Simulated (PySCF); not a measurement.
SMILES CB(C)[Si](C)(C)C (C5H15BSi) at its GFN2-xTB optimised geometry (Å):

```
22

B     -0.9943     0.0358     0.0000
C     -1.8064    -1.3138    -0.0229
H     -1.3561    -2.0995     0.5807
H     -1.7987    -1.6896    -1.0482
H     -2.8520    -1.2194     0.2651
C     -1.7920     1.3946     0.0000
H     -1.8135     1.7671     1.0262
H     -2.8284     1.3127    -0.3227
H     -1.3141     2.1780    -0.5854
Si     0.9861     0.0358     0.0000
C      1.7433     1.4756     1.0195
C      1.6805     0.2295    -1.7821
C      1.7670    -1.5721     0.6980
H      2.8285     1.4671     0.9819
H      1.4116     2.4390     0.6441
H      1.4529     1.4167     2.0646
H      1.3318     1.1492    -2.2426
H      1.3675    -0.5927    -2.4189
H      2.7660     0.2521    -1.7860
H      1.4652    -2.4390     0.1176
H      1.4621    -1.7464     1.7260
H      2.8520    -1.5324     0.6830
```

Level of theory: PBE0/def2-SVP run with PySCF 2.14.0. Cells within 0.4 Å of a nucleus heavier than hydrogen are left out (blank, or x).

Map of the electron localisation function on the plane z = 0.8 Å:

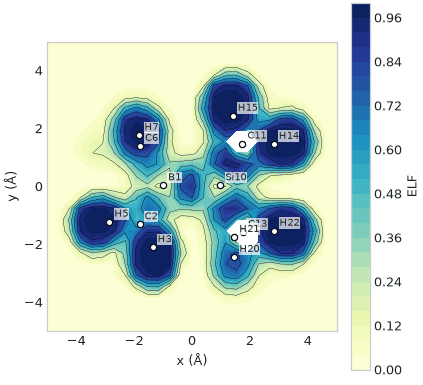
Fig. 1. Electron localisation function on the plane z = 0.8 Å.
